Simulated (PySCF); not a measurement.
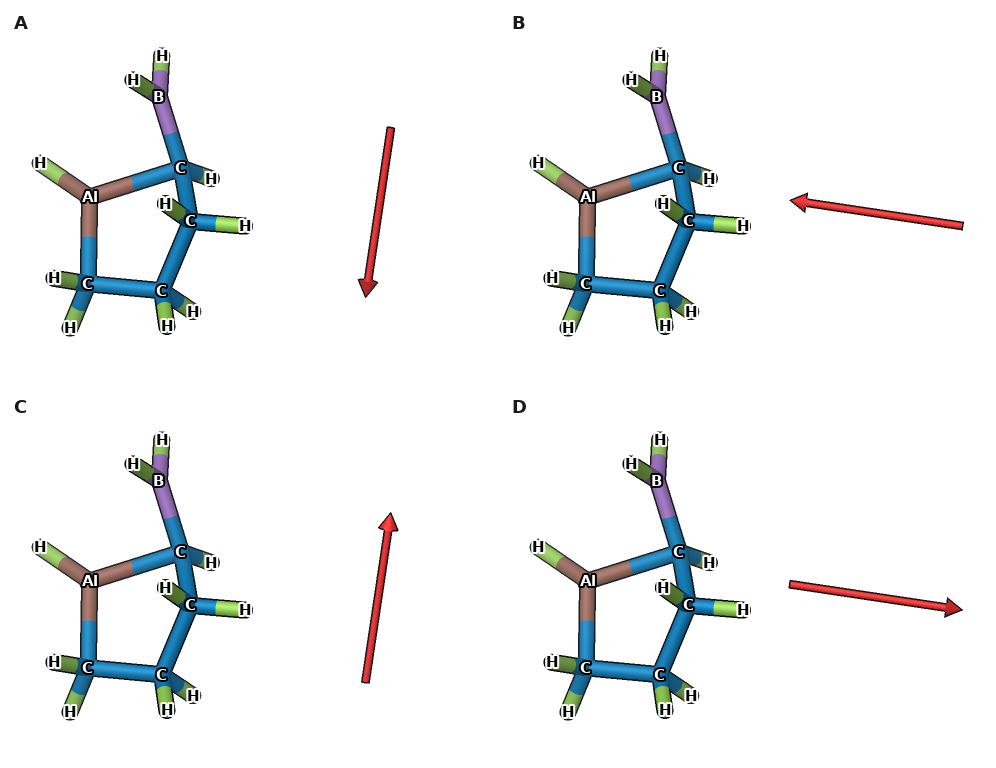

The same molecule four times, each with an arrow. Computed geometry: PBE0-D3(BJ)/def2-SVP optimisation. No frequency run is at hand to confirm it as a minimum. Properties computed with B3LYP/def2-SVPD in acetonitrile (IEF-PCM) (PySCF 2.14.0).

Question: Which arrow points along the dipole moment, from the negative to the positive end?

Answer: A. The dipole moment is 2.88 D.
